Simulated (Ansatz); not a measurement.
Electronic density of states of amorphous Si₃₀N₄₁Lu, density 3.20 g/cm³, on a 2×2×2 Γ-centred mesh with a Gaussian width of 0.1 eV; energies count from the Fermi level, whose place inside the gap is arbitrary. Cell and mesh are small, so fine structure isn't converged. These are PBE, scalar-relativistic without spin-orbit coupling (plane waves to 420 eV, PAW; Ansatz, a first-principles code) values and carry that method's errors. Sampling: a 2×2×2 Γ-centred mesh; Fermi-Dirac width 0.02 eV; no spin polarisation. At PBE the levels at the filled edge of the gap are localised (band-tail or defect states), and the nearest spread-out levels lie 3.1 eV apart at the zone centre.

A CHGNet melt-quench gave the starting glass, which DFT then relaxed. N atoms were pushed apart under 1.9 Å during the dynamics, to hinder bonds among them. The hot cell started wider than the set density and was brought back towards it in steps. It is the lowest in DFT energy of 2 quenches. It is a model cell: composition and starting density were chosen by hand, and all elements were melted together. No dispersion term was used. Its density started from a set value of 3.24 and ended at 3.20 g/cm³. The simulated quench (nominally 300 K/ps over its main leg) is rapid and tends to freeze in more defects than a deposited or slowly cooled glass has. One small periodic cell is one sample of the glass; other quenches scatter about these values. Volume and shape were free in the relaxation.

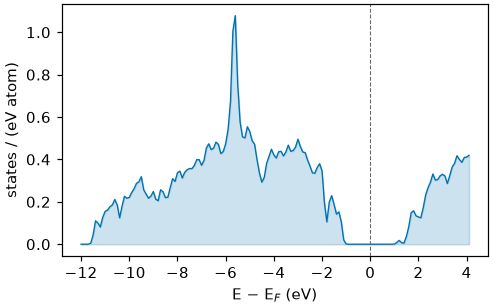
Figure: Density of states per atom

The level gap on this mesh is 2.41 eV; the broadening fills part of it in the curve.
